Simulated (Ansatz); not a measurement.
**C6H6Co (charge +1): geometry relaxation (part 1 of 2)**

- system: C6H6Co, charge +1, multiplicity 3
- method: UKS PBE-D4/def2-SVP (Ansatz 0.2.0)

The geometry comes from this level: GFN2-xTB. Figures and captions count atoms from 1; the log counts them from 0 in places.

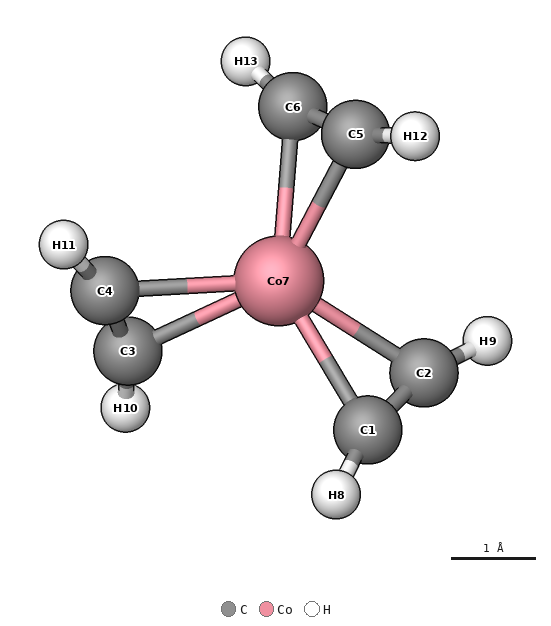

*The starting structure (ball-and-stick view, seen on its broad side; atoms are numbered from 1 in the order of the input). Sticks mark near contacts.*

Bond lengths as drawn: C–C 1.22 Å, C–Co 2.11 Å and C–H 1.06 Å.

The input:
```yaml
crystal:
  periodic: [false, false, false]
  atoms:
    - { symbol: C, position_ang: [-1.37321, -0.53395, 1.50851] }
    - { symbol: C, position_ang: [-1.96522, -0.62361, 0.44205] }
    - { symbol: C, position_ang: [0.55136, 1.89413, 0.74476] }
    - { symbol: C, position_ang: [1.58408, 1.25442, 0.60294] }
    - { symbol: C, position_ang: [0.50636, -1.52738, -1.36276] }
    - { symbol: C, position_ang: [0.69664, -0.46361, -1.9355] }
    - { symbol: Co, position_ang: [0.0005, 0.00048, -0.00025] }
    - { symbol: H, position_ang: [-1.10292, -0.52911, 2.53819] }
    - { symbol: H, position_ang: [-2.6866, -0.78485, -0.32408] }
    - { symbol: H, position_ang: [-0.17394, 2.64235, 0.96258] }
    - { symbol: H, position_ang: [2.59791, 0.93163, 0.56722] }
    - { symbol: H, position_ang: [0.42004, -2.55702, -1.10637] }
    - { symbol: H, position_ang: [0.9455, 0.29701, -2.63754] }
magnetization:
  spin_polarized: true
  initial_magnetization: 2
total_charge: 1
basis:
  gaussian: { orbitals: def2-SVP }
hamiltonian:
  xc: pbe
  dispersion: d4
relax:
  f_tol: 0.03
  max_steps: 200
```

Machine: 4 threads of Intel Xeon @ 2.70GHz, 189 GiB of memory available, shared host.

Launch command:
```bash
ansatz run input.yaml --threads 4 --pin off --max-ram 10240MiB --backend cpu --events-out ev --progress --plain --runs-dir out
```

What the program printed:
```
The last accepted step is kept in [file] (removed where the run ends without a failure and the disk answers)
Engine: ansatz 0.2.0, x86_64-unknown-linux-gnu
Functional definition: PBE
  parameter kappa = 0.804
  parameter beta = 0.06672455060314922
  exchange = pbe_x(kappa = kappa, mu = beta*pi^2/3)
  correlation = pbe_c(beta = beta)
1682 factors; their error is unknown
mean field evaluation 1: about -43879.7814 eV, gradient 9.0e1 eV
mean field evaluation 2: about -43366.5302 eV, gradient 2.4e2 eV
mean field evaluation 4: about -43806.8624 eV, gradient 1.6e2 eV
mean field evaluation 8: about -43911.2847 eV, gradient 1.7e-2 eV
mean field evaluation 16: about -43909.0394 eV, gradient 1.2e1 eV
mean field evaluation 32: about -43910.4411 eV, gradient 2.6e0 eV
mean field -43911.23056594 eV, -1613.7079591972 hartree, gradient 2.3e-5 eV, S^2 2.017367; 6 other end points of the search recorded, 0 dependent functions left out
the calculation of the forces begins
reference -43911.23062557 eV, -1613.7079613887 hartree; 35, 33 occupied and 110, 112 virtual orbitals, 1682 factors
relax step   1: F+E_penalty+E_count = -43911.53192772 eV  Δ(F+E_penalty+E_count) = +0.000e0 eV  max|allowed force component| = 1.599e0 eV/Å  Δτ_max = 0.0000 Å  (174 SCF iters, accepted)
these checks for a lower state are left out or cut short: starts, cluster_reference, orbital_swaps, neighbouring_geometries, increment
1682 factors; their error is unknown
mean field -43911.55231688 eV, -1613.7197833261 hartree, gradient 1.9e-5 eV, S^2 2.017888; 0 other end points of the search recorded, 0 dependent functions left out
the calculation of the forces begins
reference -43911.55237569 eV, -1613.7197854876 hartree; 35, 33 occupied and 110, 112 virtual orbitals, 1682 factors
relax step   2: F+E_penalty+E_count = -43911.85779692 eV  Δ(F+E_penalty+E_count) = -3.259e-1 eV  max|allowed force component| = 4.176e-1 eV/Å  Δτ_max = 0.1923 Å  (46 SCF iters, accepted)
these checks for a lower state are left out or cut short: starts, cluster_reference, orbital_swaps, neighbouring_geometries, increment
1682 factors; their error is unknown
mean field -43911.61964965 eV, -1613.7222577597 hartree, gradient 1.8e-5 eV, S^2 2.017127; 0 other end points of the search recorded, 0 dependent functions left out
the calculation of the forces begins
reference -43911.61970772 eV, -1613.7222598939 hartree; 35, 33 occupied and 110, 112 virtual orbitals, 1682 factors
relax step   3: F+E_penalty+E_count = -43911.93252487 eV  Δ(F+E_penalty+E_count) = -7.473e-2 eV  max|allowed force component| = 6.091e-1 eV/Å  Δτ_max = 0.1957 Å  (46 SCF iters, accepted)
these checks for a lower state are left out or cut short: starts, cluster_reference, orbital_swaps, neighbouring_geometries, increment
1682 factors; their error is unknown
mean field evaluation 64: about -43911.6780 eV, gradient 1.9e-5 eV
mean field -43911.67796775 eV, -1613.7244009103 hartree, gradient 2.0e-5 eV, S^2 2.016436; 0 other end points of the search recorded, 0 dependent functions left out
the calculation of the forces begins
reference -43911.67802554 eV, -1613.7244030342 hartree; 35, 33 occupied and 110, 112 virtual orbitals, 1682 factors
relax step   4: F+E_penalty+E_count = -43911.99447839 eV  Δ(F+E_penalty+E_count) = -6.195e-2 eV  max|allowed force component| = 2.239e-1 eV/Å  Δτ_max = 0.0891 Å  (38 SCF iters, accepted)
these checks for a lower state are left out or cut short: starts, cluster_reference, orbital_swaps, neighbouring_geometries, increment
1682 factors; their error is unknown
mean field -43911.71003737 eV, -1613.7255794473 hartree, gradient 1.3e-5 eV, S^2 2.016756; 0 other end points of the search recorded, 0 dependent functions left out
the calculation of the forces begins
reference -43911.71009499 eV, -1613.7255815649 hartree; 35, 33 occupied and 110, 112 virtual orbitals, 1682 factors
relax step   5: F+E_penalty+E_count = -43912.02648957 eV  Δ(F+E_penalty+E_count) = -3.201e-2 eV  max|allowed force component| = 2.151e-1 eV/Å  Δτ_max = 0.0629 Å  (41 SCF iters, accepted)
these checks for a lower state are left out or cut short: starts, cluster_reference, orbital_swaps, neighbouring_geometries, increment
1682 factors; their error is unknown
mean field -43911.74080673 eV, -1613.7267102006 hartree, gradient 2.4e-5 eV, S^2 2.017452; 0 other end points of the search recorded, 0 dependent functions left out
the calculation of the forces begins
reference -43911.74086398 eV, -1613.7267123042 hartree; 35, 33 occupied and 110, 112 virtual orbitals, 1682 factors
relax step   6: F+E_penalty+E_count = -43912.05772751 eV  Δ(F+E_penalty+E_count) = -3.124e-2 eV  max|allowed force component| = 6.746e-2 eV/Å  Δτ_max = 0.1255 Å  (41 SCF iters, accepted)
these checks for a lower state are left out or cut short: starts, cluster_reference, orbital_swaps, neighbouring_geometries, increment
1682 factors; their error is unknown
mean field -43911.74524330 eV, -1613.7268732412 hartree, gradient 1.3e-5 eV, S^2 2.017837; 0 other end points of the search recorded, 0 dependent functions left out
the calculation of the forces begins
reference -43911.74530024 eV, -1613.7268753339 hartree; 35, 33 occupied and 110, 112 virtual orbitals, 1682 factors
relax step   7: F+E_penalty+E_count = -43912.06305323 eV  Δ(F+E_penalty+E_count) = -5.326e-3 eV  max|allowed force component| = 1.103e-1 eV/Å  Δτ_max = 0.1074 Å  (41 SCF iters, accepted)
these checks for a lower state are left out or cut short: starts, cluster_reference, orbital_swaps, neighbouring_geometries, increment
1682 factors; their error is unknown
mean field -43911.74690072 eV, -1613.7269341504 hartree, gradient 1.6e-5 eV, S^2 2.017978; 0 other end points of the search recorded, 0 dependent functions left out
the calculation of the forces begins
reference -43911.74695756 eV, -1613.7269362391 hartree; 35, 33 occupied and 110, 112 virtual orbitals, 1682 factors
relax step   8: F+E_penalty+E_count = -43912.06513462 eV  Δ(F+E_penalty+E_count) = -2.081e-3 eV  max|allowed force component| = 8.988e-2 eV/Å  Δτ_max = 0.0532 Å  (43 SCF iters, accepted)
these checks for a lower state are left out or cut short: starts, cluster_reference, orbital_swaps, neighbouring_geometries, increment
1682 factors; their error is unknown
mean field evaluation 96: about -43911.7479 eV, gradient 1.4e-1 eV
mean field -43911.74797530 eV, -1613.7269736403 hartree, gradient 2.2e-5 eV, S^2 2.018090; 0 other end points of the search recorded, 0 dependent functions left out
the calculation of the forces begins
reference -43911.74803206 eV, -1613.7269757264 hartree; 35, 33 occupied and 110, 112 virtual orbitals, 1682 factors
relax step   9: F+E_penalty+E_count = -43912.06636641 eV  Δ(F+E_penalty+E_count) = -1.232e-3 eV  max|allowed force component| = 3.041e-3 eV/Å  Δτ_max = 0.0274 Å  (42 SCF iters, accepted)
these checks for a lower state are left out or cut short: starts, cluster_reference, orbital_swaps, neighbouring_geometries, increment
1682 factors; their error is unknown
mean field -43911.74813180 eV, -1613.7269793917 hartree, gradient 1.9e-5 eV, S^2 2.018219; 0 other end points of the search recorded, 0 dependent functions left out
the calculation of the forces begins
reference -43911.74818851 eV, -1613.7269814757 hartree; 35, 33 occupied and 110, 112 virtual orbitals, 1682 factors
relax step  10: F+E_penalty+E_count = -43912.06661882 eV  Δ(F+E_penalty+E_count) = -2.524e-4 eV  max|allowed force component| = 4.408e-3 eV/Å  Δτ_max = 0.0216 Å  (40 SCF iters, accepted)
these checks for a lower state are left out or cut short: starts, cluster_reference, orbital_swaps, neighbouring_geometries, increment
1682 factors; their error is unknown
mean field -43911.74816191 eV, -1613.7269804983 hartree, gradient 2.1e-5 eV, S^2 2.018415; 0 other end points of the search recorded, 0 dependent functions left out
the calculation of the forces begins
reference -43911.74821853 eV, -1613.7269825791 hartree; 35, 33 occupied and 110, 112 virtual orbitals, 1682 factors
relax step  11: F+E_penalty+E_count = -43912.06680435 eV  Δ(F+E_penalty+E_count) = -1.855e-4 eV  max|allowed force component| = 1.253e-2 eV/Å  Δτ_max = 0.0336 Å  (40 SCF iters, accepted)
1682 factors; their error is unknown
mean field evaluation 128: about -43911.3237 eV, gradient 4.9e0 eV
```

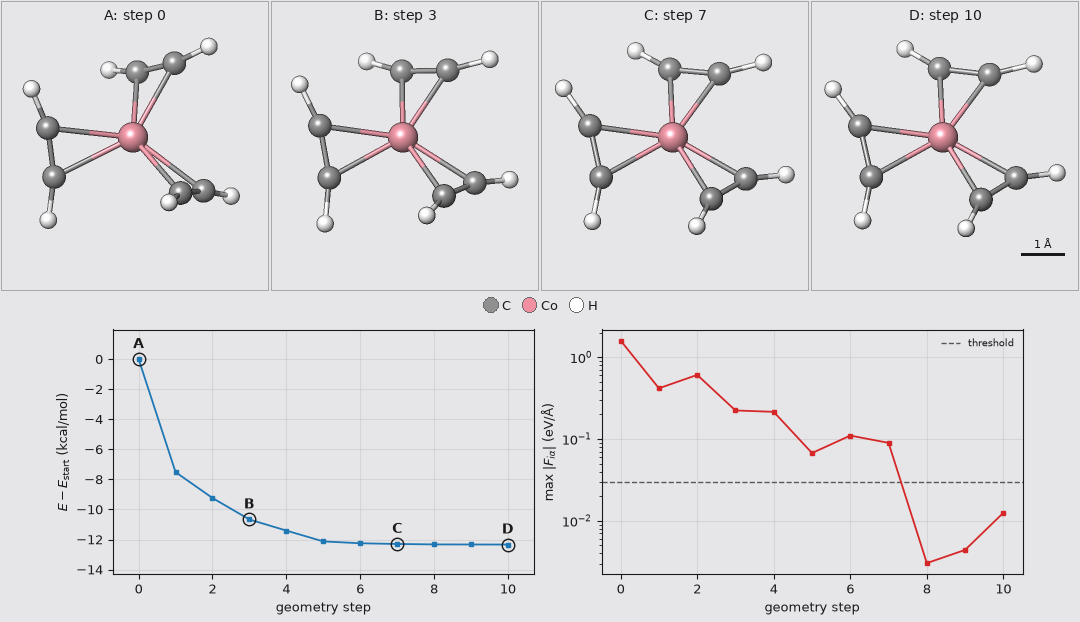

*Frames of the relaxation (ball-and-stick view, seen at a tilt) above the curves, on which the letters mark them (the first geometry is step 0 here and step 1 in the log).*

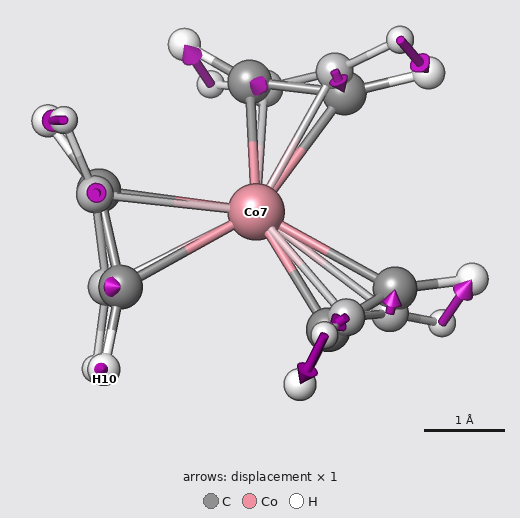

*Start (faint) and end (solid) with the displacements as pink arrows, at true length (ball-and-stick view, seen at a tilt). The two geometries are laid on each other by the best rigid fit.*

The largest moves after the best rigid fit, 0.81 Å, are those of H8, H9, H10, H11, H12 and H13. Largest moves by element: H 0.81 Å, C 0.33 Å. Co stays in place. Among the contacts that change: C1–Co7 2.109 → 2.004 Å, C1–C2 1.223 → 1.267 Å, C1–H8 1.065 → 1.093 Å. Among the angles that change: C1–Co7–C3 98.3° → 85.2°, C1–Co7–C6 144.7° → 155.4°, Co7–C1–H8 121.7° → 132.2°. Over 10 geometry steps the energy falls by 12.3 kcal/mol. Largest force component: 1.6 eV/Å at the start, 0.013 eV/Å at the end. (Atoms are counted from 1 in the order of the input.)
